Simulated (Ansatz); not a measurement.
# BNH5 (doublet): B2PLYP, RPA-PBE over a scan of the distance N1–H4 along a hydrogen transfer, cc-pVDZ

How well do these functionals follow the top wave-function level for BNH5 (doublet) over a scan of the distance N1–H4 along a hydrogen transfer?

Program: Ansatz 0.2.0, Gaussian basis. Level of theory: cc-pVDZ, all electrons in the functionals, frozen cores in the correlation of double hybrids and RPA. These are calculated values, not measurements.

Plan: B2PLYP, RPA-PBE, at 1.012 Å; 1.095 Å; 1.260 Å; 1.424 Å; 1.589 Å.

**1. The geometry**

The geometry derives from fragments relaxed apart (PBE0/def2-TZVP) and kept rigid, so it is no stationary point. A hydrogen atom is moved between rigid fragments.

7 atoms, charge 0, spin multiplicity 2.

Atoms are counted from 1 here; the program's logs count them from 0.

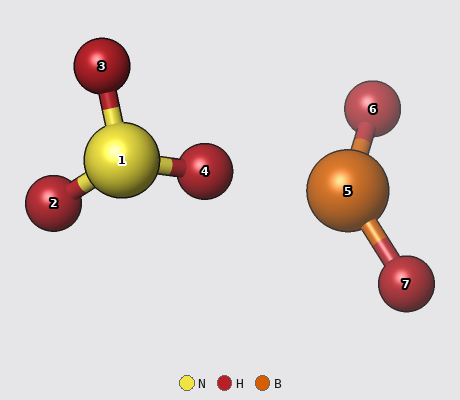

The structure; nitrogen yellow, hydrogen red, boron orange; atoms are numbered from 1 in the order of the file.

No dispersion term is added.

The geometry shown and the zero of energy belong to the point 1.012 Å. The yardstick, UCCSDT(Q), and other wave-function levels (R restricted, U unrestricted, valence and pair active spaces) come from earlier runs.

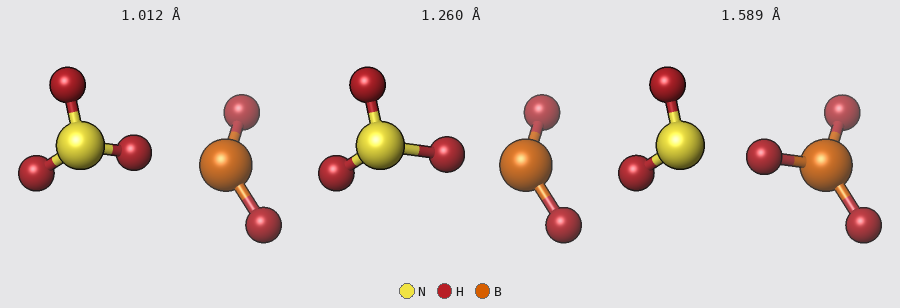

Three points of the scan; sticks are drawn by distance.

**2. B2PLYP, 1.012 Å**

in.yaml reads:

```yaml
crystal:
  periodic: [false, false, false]
  atoms:
    - {symbol: N, position_ang: [-1.233758, -0.019092, -0.029716]}
    - {symbol: H, position_ang: [-1.531038, 0.948742, -0.029716]}
    - {symbol: H, position_ang: [-1.531037, -0.421390, 0.850543]}
    - {symbol: H, position_ang: [-0.221298, -0.019092, -0.029716]}
    - {symbol: B, position_ang: [1.525242, -0.019092, -0.029716]}
    - {symbol: H, position_ang: [2.034315, -0.019092, 1.047292]}
    - {symbol: H, position_ang: [2.034315, -0.019092, -1.106725]}
basis:
  gaussian: {orbitals: cc-pVDZ}
magnetization: {spin_polarized: true, initial_magnetization: 1}
hamiltonian: {xc: {name: B2PLYP}}
correlation: {electrons: outside_noble_gas}
```

Launch:

```sh
$ ansatz run in.yaml --threads 1 --pin off --events-out ev --progress --plain --max-ram 4096MiB --backend cpu
```

Output:

```text
Functional definition: B2PLYP
  name "B2PLYP"
  cite "Grimme, J. Chem. Phys. 124, 034108 (2006) doi:10.1063/1.2148954"
  cite "Becke, Phys. Rev. A 38, 3098 (1988) doi:10.1103/PhysRevA.38.3098"
  cite "Lee, Yang & Parr, Phys. Rev. B 37, 785 (1988) doi:10.1103/PhysRevB.37.785"
  parameter a = 0.53
  parameter c = 0.27
  exchange = (1 - a)*b88_x + a*exact_x
  correlation = (1 - c)*lyp_c + c*(mp2_os + mp2_ss)
481 factors; integrals over basis functions are off by at most 1.3e-3 eV
mean field evaluation 1: about -2235.6900 eV, gradient 2.9e1 eV
mean field evaluation 2: about -2235.7258 eV, gradient 2.9e1 eV
mean field evaluation 4: about -2239.1281 eV, gradient 1.6e0 eV
mean field evaluation 8: about -2239.1569 eV, gradient 1.4e-1 eV
mean field evaluation 16: about -2239.1574 eV, gradient 1.0e-3 eV
mean field -2239.15735954 eV, -82.2875152076 hartree, gradient 8.1e-6 eV, S^2 0.754555; 2 other end points of the search recorded, 0 dependent functions left out
2 core orbitals not correlated: weight in the atoms' cores, before any rotation towards them, 1.000 or more for the frozen orbitals, at most 0.000 for the correlated occupied ones
reference -2239.15749925 eV, -82.2875203420 hartree; 7, 6 occupied and 44, 45 virtual orbitals, 481 factors
second order -8.63550687 eV of doubles, -0.00000000 eV of singles
Total energy: -2241.48908611 eV, -82.3732045785 hartree
```

Wall time 1.6 s (1 thread of AMD EPYC 7R13, shared host).

From the report: ⟨S²⟩ of the determinant 0.755 (pure doublet: 0.75).

**3. B2PLYP, 1.095 Å**

in.yaml reads:

```yaml
crystal:
  periodic: [false, false, false]
  atoms:
    - {symbol: N, position_ang: [-1.236545, -0.019092, -0.029716]}
    - {symbol: H, position_ang: [-1.533824, 0.948742, -0.029716]}
    - {symbol: H, position_ang: [-1.533824, -0.421390, 0.850543]}
    - {symbol: H, position_ang: [-0.141545, -0.019092, -0.029716]}
    - {symbol: B, position_ang: [1.522455, -0.019092, -0.029716]}
    - {symbol: H, position_ang: [2.031529, -0.019092, 1.047292]}
    - {symbol: H, position_ang: [2.031528, -0.019092, -1.106725]}
basis:
  gaussian: {orbitals: cc-pVDZ}
magnetization: {spin_polarized: true, initial_magnetization: 1}
hamiltonian: {xc: {name: B2PLYP}}
correlation: {electrons: outside_noble_gas}
```

Launched as before.

Output (excerpt; [...] marks lines left out):

```text
Functional definition: B2PLYP
  name "B2PLYP"
  cite "Grimme, J. Chem. Phys. 124, 034108 (2006) doi:10.1063/1.2148954"
  cite "Becke, Phys. Rev. A 38, 3098 (1988) doi:10.1103/PhysRevA.38.3098"
  cite "Lee, Yang & Parr, Phys. Rev. B 37, 785 (1988) doi:10.1103/PhysRevB.37.785"
[...]
481 factors; integrals over basis functions are off by at most 1.4e-3 eV
[...]
mean field -2239.08896541 eV, -82.2850017698 hartree, gradient 3.9e-6 eV, S^2 0.757228; 2 other end points of the search recorded, 0 dependent functions left out
2 core orbitals not correlated: weight in the atoms' cores, before any rotation towards them, 1.000 or more for the frozen orbitals, at most 0.000 for the correlated occupied ones
reference -2239.08910516 eV, -82.2850069054 hartree; 7, 6 occupied and 44, 45 virtual orbitals, 481 factors
second order -8.76168077 eV of doubles, -0.00000000 eV of singles
Total energy: -2241.45475896 eV, -82.3719430793 hartree
```

Wall time 1.7 s (1 thread of AMD EPYC 7R13, shared host).

From the report: ⟨S²⟩ of the determinant 0.757 (pure doublet: 0.75).

From 1.012 Å: +0.034 eV.

**4. B2PLYP, 1.260 Å**

in.yaml reads:

```yaml
crystal:
  periodic: [false, false, false]
  atoms:
    - {symbol: N, position_ang: [-1.242115, -0.019092, -0.029716]}
    - {symbol: H, position_ang: [-1.539394, 0.948742, -0.029716]}
    - {symbol: H, position_ang: [-1.539394, -0.421390, 0.850543]}
    - {symbol: H, position_ang: [0.017885, -0.019092, -0.029716]}
    - {symbol: B, position_ang: [1.516885, -0.019092, -0.029716]}
    - {symbol: H, position_ang: [2.025959, -0.019092, 1.047292]}
    - {symbol: H, position_ang: [2.025958, -0.019092, -1.106725]}
basis:
  gaussian: {orbitals: cc-pVDZ}
magnetization: {spin_polarized: true, initial_magnetization: 1}
hamiltonian: {xc: {name: B2PLYP}}
correlation: {electrons: outside_noble_gas}
```

Launched as before.

Output (excerpt; [...] marks lines left out):

```text
Functional definition: B2PLYP
  name "B2PLYP"
  cite "Grimme, J. Chem. Phys. 124, 034108 (2006) doi:10.1063/1.2148954"
  cite "Becke, Phys. Rev. A 38, 3098 (1988) doi:10.1103/PhysRevA.38.3098"
  cite "Lee, Yang & Parr, Phys. Rev. B 37, 785 (1988) doi:10.1103/PhysRevB.37.785"
[...]
482 factors; integrals over basis functions are off by at most 1.3e-3 eV
[...]
mean field -2238.79410501 eV, -82.2741658500 hartree, gradient 3.1e-6 eV, S^2 0.765910; 2 other end points of the search recorded, 0 dependent functions left out
2 core orbitals not correlated: weight in the atoms' cores, before any rotation towards them, 1.000 or more for the frozen orbitals, at most 0.000 for the correlated occupied ones
reference -2238.79424491 eV, -82.2741709913 hartree; 7, 6 occupied and 44, 45 virtual orbitals, 482 factors
second order -8.85797706 eV of doubles, -0.00000000 eV of singles
Total energy: -2241.18589872 eV, -82.3620626476 hartree
```

Wall time 1.6 s (1 thread of AMD EPYC 7R13, shared host).

From the report: ⟨S²⟩ of the determinant 0.766 (pure doublet: 0.75).

From 1.012 Å: +0.303 eV.

**5. B2PLYP, 1.424 Å**

in.yaml reads:

```yaml
crystal:
  periodic: [false, false, false]
  atoms:
    - {symbol: N, position_ang: [-1.247651, -0.019092, -0.029716]}
    - {symbol: H, position_ang: [-1.544931, 0.948742, -0.029716]}
    - {symbol: H, position_ang: [-1.544930, -0.421390, 0.850543]}
    - {symbol: H, position_ang: [0.176349, -0.019092, -0.029716]}
    - {symbol: B, position_ang: [1.511349, -0.019092, -0.029716]}
    - {symbol: H, position_ang: [2.020422, -0.019092, 1.047292]}
    - {symbol: H, position_ang: [2.020422, -0.019092, -1.106725]}
basis:
  gaussian: {orbitals: cc-pVDZ}
magnetization: {spin_polarized: true, initial_magnetization: 1}
hamiltonian: {xc: {name: B2PLYP}}
correlation: {electrons: outside_noble_gas}
```

The command is unchanged.

Output (excerpt; [...] marks lines left out):

```text
Functional definition: B2PLYP
  name "B2PLYP"
  cite "Grimme, J. Chem. Phys. 124, 034108 (2006) doi:10.1063/1.2148954"
  cite "Becke, Phys. Rev. A 38, 3098 (1988) doi:10.1103/PhysRevA.38.3098"
  cite "Lee, Yang & Parr, Phys. Rev. B 37, 785 (1988) doi:10.1103/PhysRevB.37.785"
[...]
482 factors; integrals over basis functions are off by at most 1.3e-3 eV
[...]
mean field -2238.81657211 eV, -82.2749915008 hartree, gradient 2.6e-6 eV, S^2 0.763021; 0 other end points of the search recorded, 0 dependent functions left out
2 core orbitals not correlated: weight in the atoms' cores, before any rotation towards them, 1.000 or more for the frozen orbitals, at most 0.000 for the correlated occupied ones
reference -2238.81671266 eV, -82.2749966658 hartree; 7, 6 occupied and 44, 45 virtual orbitals, 482 factors
second order -8.57899678 eV of doubles, -0.00000000 eV of singles
Total energy: -2241.13304179 eV, -82.3601201913 hartree
```

Run time: 1.4 s. Hardware: 1 thread of AMD EPYC 7R13, shared host.

From the report: ⟨S²⟩ of the determinant 0.763 (pure doublet: 0.75).

From 1.012 Å: +0.356 eV.

**6. B2PLYP, 1.589 Å**

in.yaml reads:

```yaml
crystal:
  periodic: [false, false, false]
  atoms:
    - {symbol: N, position_ang: [-1.253221, -0.019092, -0.029716]}
    - {symbol: H, position_ang: [-1.550501, 0.948742, -0.029716]}
    - {symbol: H, position_ang: [-1.550500, -0.421390, 0.850543]}
    - {symbol: H, position_ang: [0.335779, -0.019092, -0.029716]}
    - {symbol: B, position_ang: [1.505779, -0.019092, -0.029716]}
    - {symbol: H, position_ang: [2.014852, -0.019092, 1.047292]}
    - {symbol: H, position_ang: [2.014852, -0.019092, -1.106725]}
basis:
  gaussian: {orbitals: cc-pVDZ}
magnetization: {spin_polarized: true, initial_magnetization: 1}
hamiltonian: {xc: {name: B2PLYP}}
correlation: {electrons: outside_noble_gas}
```

Same command.

Output (excerpt; [...] marks lines left out):

```text
Functional definition: B2PLYP
  name "B2PLYP"
  cite "Grimme, J. Chem. Phys. 124, 034108 (2006) doi:10.1063/1.2148954"
  cite "Becke, Phys. Rev. A 38, 3098 (1988) doi:10.1103/PhysRevA.38.3098"
  cite "Lee, Yang & Parr, Phys. Rev. B 37, 785 (1988) doi:10.1103/PhysRevB.37.785"
[...]
482 factors; integrals over basis functions are off by at most 1.3e-3 eV
[...]
mean field -2238.93165599 eV, -82.2792207553 hartree, gradient 7.3e-6 eV, S^2 0.756984; 0 other end points of the search recorded, 0 dependent functions left out
2 core orbitals not correlated: weight in the atoms' cores, before any rotation towards them, 1.000 or more for the frozen orbitals, at most 0.000 for the correlated occupied ones
reference -2238.93179726 eV, -82.2792259469 hartree; 7, 6 occupied and 44, 45 virtual orbitals, 482 factors
second order -8.21795604 eV of doubles, -0.00000000 eV of singles
Total energy: -2241.15064539 eV, -82.3607671118 hartree
```

Wall time 1.4 s (1 thread of AMD EPYC 7R13, shared host).

From the report: ⟨S²⟩ of the determinant 0.757 (pure doublet: 0.75).

From 1.012 Å: +0.338 eV.

**7. RPA-PBE, 1.012 Å**

in.yaml reads:

```yaml
crystal:
  periodic: [false, false, false]
  atoms:
    - {symbol: N, position_ang: [-1.233758, -0.019092, -0.029716]}
    - {symbol: H, position_ang: [-1.531038, 0.948742, -0.029716]}
    - {symbol: H, position_ang: [-1.531037, -0.421390, 0.850543]}
    - {symbol: H, position_ang: [-0.221298, -0.019092, -0.029716]}
    - {symbol: B, position_ang: [1.525242, -0.019092, -0.029716]}
    - {symbol: H, position_ang: [2.034315, -0.019092, 1.047292]}
    - {symbol: H, position_ang: [2.034315, -0.019092, -1.106725]}
basis:
  gaussian: {orbitals: cc-pVDZ}
magnetization: {spin_polarized: true, initial_magnetization: 1}
hamiltonian: {xc: {name: PBE}}
correlation: {method: rpa, electrons: outside_noble_gas}
```

Same command.

Output (excerpt; [...] marks lines left out):

```text
Functional definition: PBE
  name "PBE"
  cite "Perdew, Burke & Ernzerhof, Phys. Rev. Lett. 77, 3865 (1996) doi:10.1103/PhysRevLett.77.3865"
  parent pbe
[...]
481 factors; integrals over basis functions are off by at most 1.3e-3 eV
[...]
mean field -2240.73341156 eV, -82.3454340511 hartree, gradient 8.8e-7 eV, S^2 0.752309; 3 other end points of the search recorded, 0 dependent functions left out
2 core orbitals not correlated: weight in the atoms' cores, before any rotation towards them, 1.000 or more for the frozen orbitals, at most 0.000 for the correlated occupied ones
reference -2228.84304278 eV, -81.9084710581 hartree; 7, 6 occupied and 44, 45 virtual orbitals, 481 factors
Total energy: -2241.76196768 eV, -82.3832327915 hartree
```

It took 2.1 s on 1 thread of AMD EPYC 7R13, shared host.

From the report: ⟨S²⟩ of the determinant 0.752 (pure doublet: 0.75).

**8. RPA-PBE, 1.095 Å**

in.yaml reads:

```yaml
crystal:
  periodic: [false, false, false]
  atoms:
    - {symbol: N, position_ang: [-1.236545, -0.019092, -0.029716]}
    - {symbol: H, position_ang: [-1.533824, 0.948742, -0.029716]}
    - {symbol: H, position_ang: [-1.533824, -0.421390, 0.850543]}
    - {symbol: H, position_ang: [-0.141545, -0.019092, -0.029716]}
    - {symbol: B, position_ang: [1.522455, -0.019092, -0.029716]}
    - {symbol: H, position_ang: [2.031529, -0.019092, 1.047292]}
    - {symbol: H, position_ang: [2.031528, -0.019092, -1.106725]}
basis:
  gaussian: {orbitals: cc-pVDZ}
magnetization: {spin_polarized: true, initial_magnetization: 1}
hamiltonian: {xc: {name: PBE}}
correlation: {method: rpa, electrons: outside_noble_gas}
```

Launched as before.

Output (excerpt; [...] marks lines left out):

```text
Functional definition: PBE
  name "PBE"
  cite "Perdew, Burke & Ernzerhof, Phys. Rev. Lett. 77, 3865 (1996) doi:10.1103/PhysRevLett.77.3865"
  parent pbe
[...]
481 factors; integrals over basis functions are off by at most 1.4e-3 eV
[...]
mean field -2240.76288749 eV, -82.3465172716 hartree, gradient 8.3e-6 eV, S^2 0.752479; 4 other end points of the search recorded, 0 dependent functions left out
2 core orbitals not correlated: weight in the atoms' cores, before any rotation towards them, 1.000 or more for the frozen orbitals, at most 0.000 for the correlated occupied ones
reference -2228.66407197 eV, -81.9018940022 hartree; 7, 6 occupied and 44, 45 virtual orbitals, 481 factors
Total energy: -2241.74432327 eV, -82.3825843712 hartree
```

Run time: 2.3 s. Hardware: 1 thread of AMD EPYC 7R13, shared host.

From the report: ⟨S²⟩ of the determinant 0.752 (pure doublet: 0.75).

From 1.012 Å: +0.018 eV.

**9. RPA-PBE, 1.260 Å**

in.yaml reads:

```yaml
crystal:
  periodic: [false, false, false]
  atoms:
    - {symbol: N, position_ang: [-1.242115, -0.019092, -0.029716]}
    - {symbol: H, position_ang: [-1.539394, 0.948742, -0.029716]}
    - {symbol: H, position_ang: [-1.539394, -0.421390, 0.850543]}
    - {symbol: H, position_ang: [0.017885, -0.019092, -0.029716]}
    - {symbol: B, position_ang: [1.516885, -0.019092, -0.029716]}
    - {symbol: H, position_ang: [2.025959, -0.019092, 1.047292]}
    - {symbol: H, position_ang: [2.025958, -0.019092, -1.106725]}
basis:
  gaussian: {orbitals: cc-pVDZ}
magnetization: {spin_polarized: true, initial_magnetization: 1}
hamiltonian: {xc: {name: PBE}}
correlation: {method: rpa, electrons: outside_noble_gas}
```

The command is unchanged.

Output (excerpt; [...] marks lines left out):

```text
Functional definition: PBE
  name "PBE"
  cite "Perdew, Burke & Ernzerhof, Phys. Rev. Lett. 77, 3865 (1996) doi:10.1103/PhysRevLett.77.3865"
  parent pbe
[...]
482 factors; integrals over basis functions are off by at most 1.3e-3 eV
[...]
mean field -2240.58143673 eV, -82.3398490791 hartree, gradient 2.2e-6 eV, S^2 0.753722; 4 other end points of the search recorded, 0 dependent functions left out
2 core orbitals not correlated: weight in the atoms' cores, before any rotation towards them, 1.000 or more for the frozen orbitals, at most 0.000 for the correlated occupied ones
reference -2228.22570601 eV, -81.8857843504 hartree; 7, 6 occupied and 44, 45 virtual orbitals, 482 factors
Total energy: -2241.50717877 eV, -82.3738694715 hartree
```

It took 2.3 s on 1 thread of AMD EPYC 7R13, shared host.

From the report: ⟨S²⟩ of the determinant 0.754 (pure doublet: 0.75).

From 1.012 Å: +0.255 eV.

**10. RPA-PBE, 1.424 Å**

in.yaml reads:

```yaml
crystal:
  periodic: [false, false, false]
  atoms:
    - {symbol: N, position_ang: [-1.247651, -0.019092, -0.029716]}
    - {symbol: H, position_ang: [-1.544931, 0.948742, -0.029716]}
    - {symbol: H, position_ang: [-1.544930, -0.421390, 0.850543]}
    - {symbol: H, position_ang: [0.176349, -0.019092, -0.029716]}
    - {symbol: B, position_ang: [1.511349, -0.019092, -0.029716]}
    - {symbol: H, position_ang: [2.020422, -0.019092, 1.047292]}
    - {symbol: H, position_ang: [2.020422, -0.019092, -1.106725]}
basis:
  gaussian: {orbitals: cc-pVDZ}
magnetization: {spin_polarized: true, initial_magnetization: 1}
hamiltonian: {xc: {name: PBE}}
correlation: {method: rpa, electrons: outside_noble_gas}
```

Launched as before.

Output (excerpt; [...] marks lines left out):

```text
Functional definition: PBE
  name "PBE"
  cite "Perdew, Burke & Ernzerhof, Phys. Rev. Lett. 77, 3865 (1996) doi:10.1103/PhysRevLett.77.3865"
  parent pbe
[...]
482 factors; integrals over basis functions are off by at most 1.3e-3 eV
[...]
mean field -2240.47637218 eV, -82.3359880284 hartree, gradient 2.8e-6 eV, S^2 0.753842; 4 other end points of the search recorded, 0 dependent functions left out
2 core orbitals not correlated: weight in the atoms' cores, before any rotation towards them, 1.000 or more for the frozen orbitals, at most 0.000 for the correlated occupied ones
reference -2228.29864066 eV, -81.8884646492 hartree; 7, 6 occupied and 44, 45 virtual orbitals, 482 factors
Total energy: -2241.45877606 eV, -82.3720907049 hartree
```

It took 2.3 s on 1 thread of AMD EPYC 7R13, shared host.

From the report: ⟨S²⟩ of the determinant 0.754 (pure doublet: 0.75).

From 1.012 Å: +0.303 eV.

**11. RPA-PBE, 1.589 Å**

in.yaml reads:

```yaml
crystal:
  periodic: [false, false, false]
  atoms:
    - {symbol: N, position_ang: [-1.253221, -0.019092, -0.029716]}
    - {symbol: H, position_ang: [-1.550501, 0.948742, -0.029716]}
    - {symbol: H, position_ang: [-1.550500, -0.421390, 0.850543]}
    - {symbol: H, position_ang: [0.335779, -0.019092, -0.029716]}
    - {symbol: B, position_ang: [1.505779, -0.019092, -0.029716]}
    - {symbol: H, position_ang: [2.014852, -0.019092, 1.047292]}
    - {symbol: H, position_ang: [2.014852, -0.019092, -1.106725]}
basis:
  gaussian: {orbitals: cc-pVDZ}
magnetization: {spin_polarized: true, initial_magnetization: 1}
hamiltonian: {xc: {name: PBE}}
correlation: {method: rpa, electrons: outside_noble_gas}
```

Launched as before.

Output (excerpt; [...] marks lines left out):

```text
Functional definition: PBE
  name "PBE"
  cite "Perdew, Burke & Ernzerhof, Phys. Rev. Lett. 77, 3865 (1996) doi:10.1103/PhysRevLett.77.3865"
  parent pbe
[...]
482 factors; integrals over basis functions are off by at most 1.3e-3 eV
[...]
mean field -2240.34110409 eV, -82.3310170177 hartree, gradient 4.2e-6 eV, S^2 0.752936; 1 other end points of the search recorded, 0 dependent functions left out
2 core orbitals not correlated: weight in the atoms' cores, before any rotation towards them, 1.000 or more for the frozen orbitals, at most 0.000 for the correlated occupied ones
reference -2228.60125732 eV, -81.8995856061 hartree; 7, 6 occupied and 44, 45 virtual orbitals, 482 factors
Total energy: -2241.45147114 eV, -82.3718222541 hartree
```

It took 1.7 s on 1 thread of AMD EPYC 7R13, shared host.

From the report: ⟨S²⟩ of the determinant 0.753 (pure doublet: 0.75).

From 1.012 Å: +0.310 eV.

**12. The comparison**

The yardstick is UCCSDT(Q), where the cluster series has nearly closed. It comes from earlier runs at the same points. Energies in eV, counted from 1.012 Å; blanks weren't run or aren't comparable.

```csv
level,1.012 Å,1.095 Å,1.260 Å,1.424 Å,1.589 Å
UCCSDT(Q),0.000,0.044,0.336,0.378,0.329
B2PLYP,0.000,0.034,0.303,0.356,0.338
RPA-PBE,0.000,0.018,0.255,0.303,0.310
```

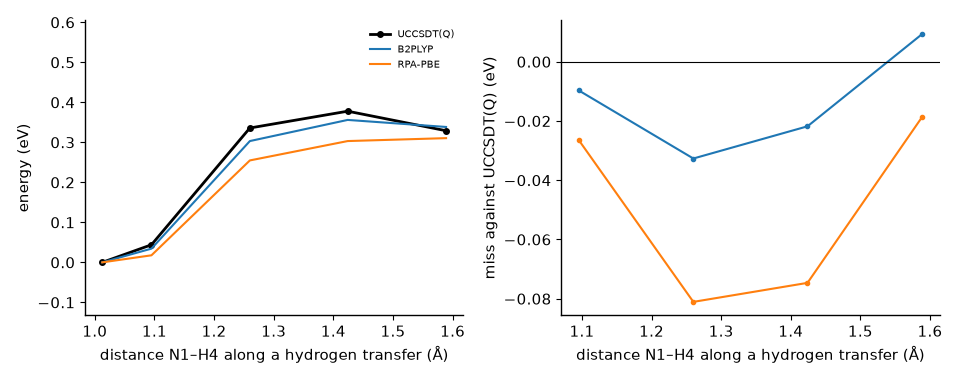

Left: the curves (the axis may cut off levels that run far away). Right: misses against UCCSDT(Q), in the same colours.

Largest miss and mean time a point (UCCSDT(Q) took 11 s a point; shared hosts):

```csv
level,largest miss (eV),where,time a point
B2PLYP,-0.033,1.260 Å,1.6 s
RPA-PBE,-0.081,1.260 Å,2.1 s
```

**13. Outcome**

| quantity | value |
| --- | --- |
| span of the UCCSDT(Q) curve | 0.378 eV |
| largest miss, B2PLYP | -0.033 eV (1.260 Å) |
| largest miss, RPA-PBE | -0.081 eV (1.260 Å) |

Of the functionals, B2PLYP keep the smallest largest miss at the points compared (at most 0.033 eV) and RPA-PBE strays most (0.081 eV, at 1.260 Å). Functionals and the yardstick converge differently with the basis, so part of each miss in cc-pVDZ is the basis.
